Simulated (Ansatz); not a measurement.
# AlBrClH3O2: what the fields show

```xyz
8

Al    0.1085    0.5262    0.0270
O     0.1459   -0.0348    1.8982
H    -0.7332   -0.4545    1.9812
Cl    1.7418   -0.3500   -0.9849
O    -1.4440   -0.2055   -0.0989
H    -1.9295   -0.3928   -0.9063
Br    0.2301    2.7878    0.3490
H     0.1689    0.7222    2.5083
```

These are results of RKS r2SCAN-D4/def2-SVP in Ansatz, not measurements.

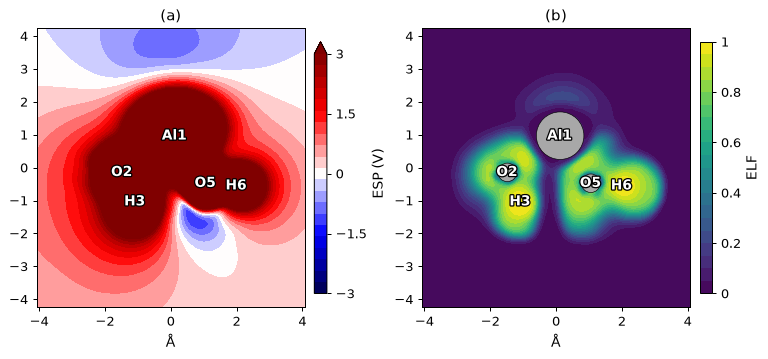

Figure 1. (a) molecular electrostatic potential; (b) ELF on the plane of atoms O2, Al1 and O5. Grey discs cover the atomic cores in the ELF map.

Describe what can be read from this map.

The section cuts through Al, O and H sites.
Al–O (1.72 Å): the ELF peaks at about 0.90 in the valence shell of O, 0.6 Å from its nucleus, and is about 0.35 at the midpoint.
O–H (0.96 Å): the ELF climbs to about 1 towards the hydrogen, as it does in any bond to H: a covalent bond by its length.
Al–O (1.95 Å): the ELF peaks at about 0.90 in the valence shell of O, 0.7 Å from its nucleus, and is about 0.50 at the midpoint.
The ELF also peaks beside O5, away from the bonds: lone-pair regions.
Outside the dense part of the molecule the potential is most negative (−1.3 V) near O5.

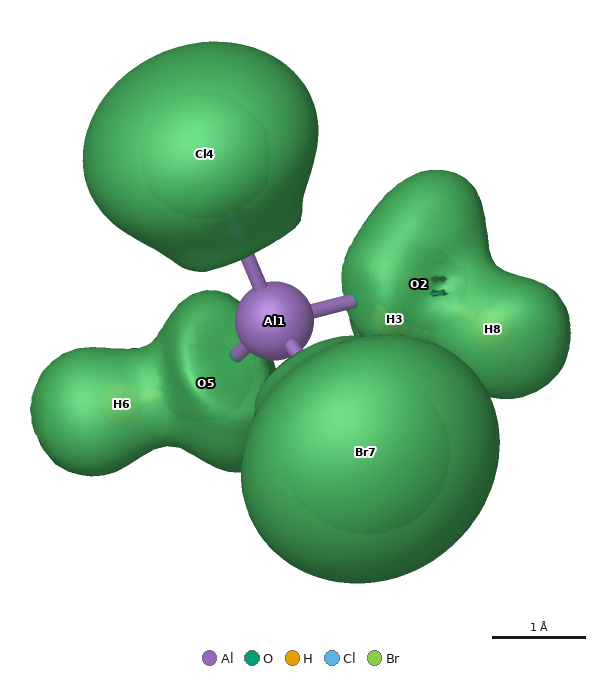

Figure 2. Isosurface of the ELF at 0.75 (green), seen from one side. Only the valence region is drawn (cores and ρ < 0.01 e/Å³ removed).

What do the ELF domains correspond to?

The ELF exceeds this value in one region on Br in which the atom's valence shell and bonds are merged, one region on Cl in which the atom's valence shell and bonds are merged and two joined regions spread over several atoms (H, O), in which their bonds and any lone pairs are merged. Profiles from the grid: Al–Cl (2.11 Å): the ELF peaks at about 0.90 in the valence shell of Cl, 0.9 Å from its nucleus, and is about 0.80 at the midpoint.

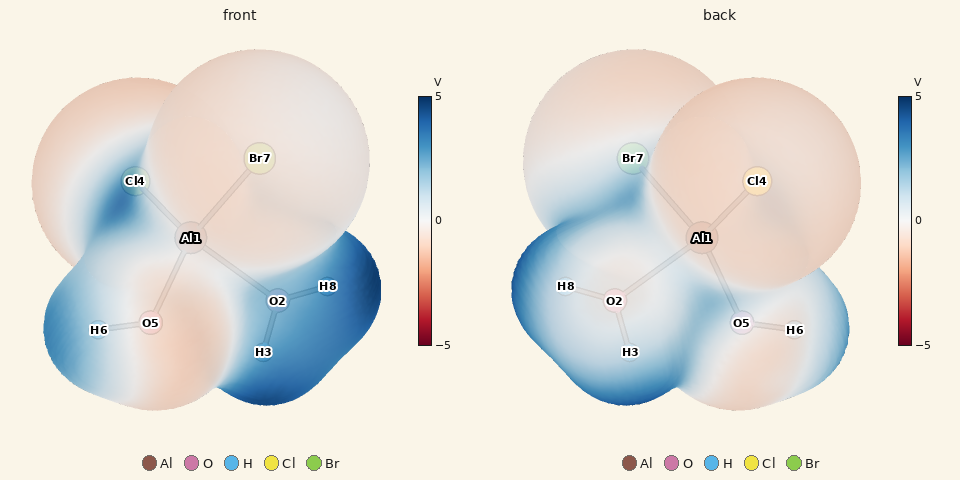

Figure 3. The electrostatic potential painted on the density surface at 0.004 e/bohr³, seen from the front and from behind; red is negative and blue positive.

Which sites attract a positive test charge, and which a negative one?

A positive charge is drawn to the negative regions and a negative charge to the positive ones. The most negative region (about −1.1 V) lies over Cl4 and O5, the most positive (about +4.7 V) over H8.
